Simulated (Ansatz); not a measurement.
Ca3GeO (anti-perovskite)

```yaml
crystal:
  lattice:
    - [4.67028, 0.00000, 0.00000]
    - [0.00000, 4.67028, 0.00000]
    - [0.00000, 0.00000, 4.67028]
  atoms:
    - { symbol: Ca, position: [0.50000, 0.50000, 0.00000] }
    - { symbol: Ca, position: [0.00000, 0.50000, 0.50000] }
    - { symbol: Ca, position: [0.50000, 0.00000, 0.50000] }
    - { symbol: Ge, position: [0.00000, 0.00000, 0.00000] }
    - { symbol: O, position: [0.50000, 0.50000, 0.50000] }
```

This relaxed cell (volume V₀) is scaled evenly in all directions, its shape held. Symmetry pins the atoms to their sites.

The numbers are results of PBEsol (plane waves to 420 eV, PAW, scalar-relativistic; Ansatz, a first-principles code), not measurements. k mesh 10×10×10 (Γ-centred), Fermi-Dirac smearing 0.05 eV. E stands for the smeared free energy. At this level the bands of Ca3GeO touch or barely overlap. Ca3GeO was relaxed with its symmetry unable to fall. The zero of ΔE is the relaxed starting cell.

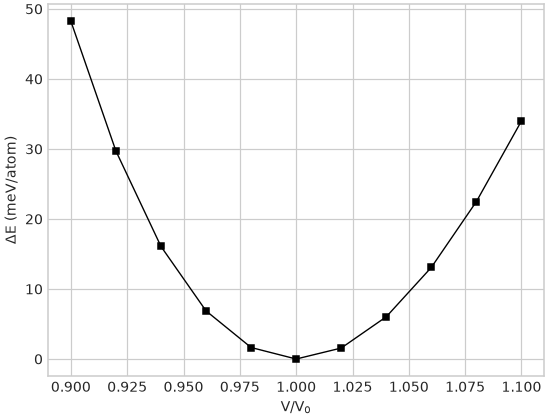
ΔE (meV/atom) against V/V₀; markers are the computed points, lines only join them.

Problem. What bulk modulus B₀ follows from a third-order Birch-Murnaghan fit?

Solution. About 63 GPa.

Problem. What is ΔE at V/V₀ = 1.100?

Solution. About 34 meV/atom.

Problem. What is ΔE at V/V₀ = 0.900?

Solution. About 48 meV/atom.

(A scan under strain: stresses follow from slopes of the energy per volume, elastic moduli from its curvatures.)
